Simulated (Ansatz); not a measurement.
Abstraction of H: CH2O2 + SiI3 → CHO2 + SiHI3

Species: CH2O2 `O=CO`, singlet; SiI3 (triiodosilyl) `I[Si](I)I`, doublet; CHO2 `O=[C]O`, doublet; SiHI3 `I[SiH](I)I`, singlet. A radical takes H: the energy is the difference in strength between the C–H bond broken and the Si–H bond made.

Shapes, held fixed at every level: PBE0-D4/def2-TZVP. Flexible molecules stand in one conformer, not always the lowest. Programs: Ansatz 0.2.0. The zero-point and thermal change to 298 K, harmonic and unscaled (PBE0-D4/def2-TZVP), is -11.6 kJ/mol.

| level | kind | ΔH(298 K) (kJ/mol) | less CCSD(T)/def2-TZVPP |
| --- | --- | --- | --- |
| MP2/def2-TZVPP | perturbation theory | +66.8 | +2.0 |
| HF/def2-TZVPP | Hartree–Fock | +51.8 | -13.0 |
| SPW92/def2-TZVPP | LDA | +88.5 | +23.7 |
| PBE0-D4/def2-TZVPP | global hybrid | +75.0 | +10.2 |
| wB97X-V/def2-TZVPP | range-separated hybrid | +59.7 | -5.1 |
| B2PLYP/def2-TZVPP | double hybrid | +69.6 | +4.8 |
| CCSD/def2-TZVPP | coupled cluster or CI | +63.2 | -1.6 |
| CCSD(T)/def2-TZVPP | coupled cluster or CI | +64.8 | 0.0 |

The highest level, CCSD(T)/def2-TZVPP, gives ΔH(298 K) = +64.8 kJ/mol; the levels span +51.8 to +88.5. The column of differences is taken from that level and isn't an error. No measured value is set beside it here. Open shells run unrestricted. For atoms past krypton def2 sets carry core potentials with scalar relativity. Outer-core shells of I are correlated, in sets that cover them unevenly.

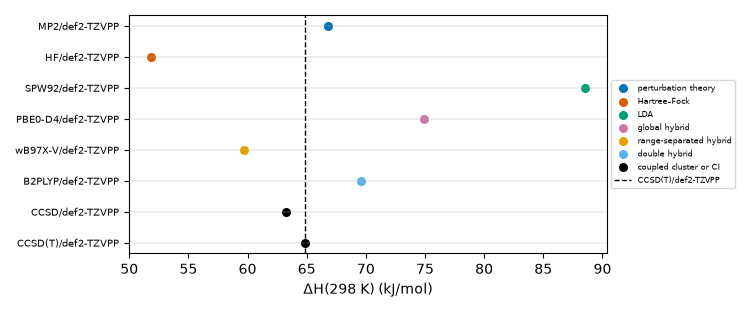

The values of the table, level by level.
